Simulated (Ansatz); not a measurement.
Process, species as SMILES: PP (P2H4) + [H][H] (H2) → 2 P (PH3)
B3LYP-D3(BJ)/def2-TZVP geometries, fixed; electronic energies without zero-point terms.

Basis-set convergence of the energy of full hydrogenation at MP2 with Ansatz (a program for electronic structure). Cartesian d functions, on some or all atoms, in 6-31G*, 6-31+G*, 6-31G**, 6-311G**; all else is spherical. Cores are frozen. No added dispersion term, no relativity. Functions are those of the species that has most. Reference: Hartree-Fock in aug-cc-pV(Q+d)Z plus the correlation part extrapolated as X^-3 from aug-cc-pV(T+d)Z and aug-cc-pV(Q+d)Z, -2.89 kcal/mol, itself unsure by roughly 0.18 kcal/mol (a third of the extrapolation step and of the last Hartree-Fock step). Deviations are taken from unrounded values.

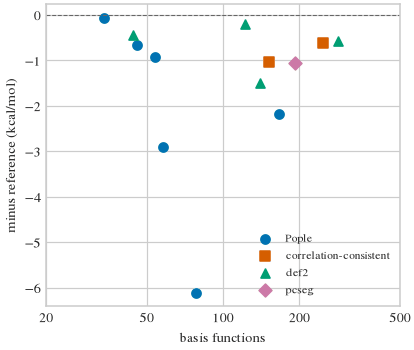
Figure: Deviation from the reference against the number of basis functions, by family of sets.

```
basis              functions  energy of full hydrogenation (kcal/mol)  minus reference (kcal/mol)
-----------------  ---------  ---------------------------------------  --------------------------
6-31G                     34                                    -2.95                       -0.06
def2-SV(P)                44                                    -3.33                       -0.45
6-31G*                    46                                    -3.55                       -0.67
6-31+G*                   54                                    -3.81                       -0.92
6-31G**                   58                                    -5.79                       -2.90
6-311G**                  78                                    -8.99                       -6.11
def2-TZVPD               122                                    -3.09                       -0.20
def2-TZVPP               140                                    -4.38                       -1.49
jun-cc-pV(T+d)Z          152                                    -3.92                       -1.03
6-311++G(3df,3pd)        166                                    -5.07                       -2.18
aug-pcseg-2              192                                    -3.94                       -1.06
cc-pV(Q+d)Z              248                                    -3.51                       -0.62
def2-QZVPPD              284                                    -3.47                       -0.58
```
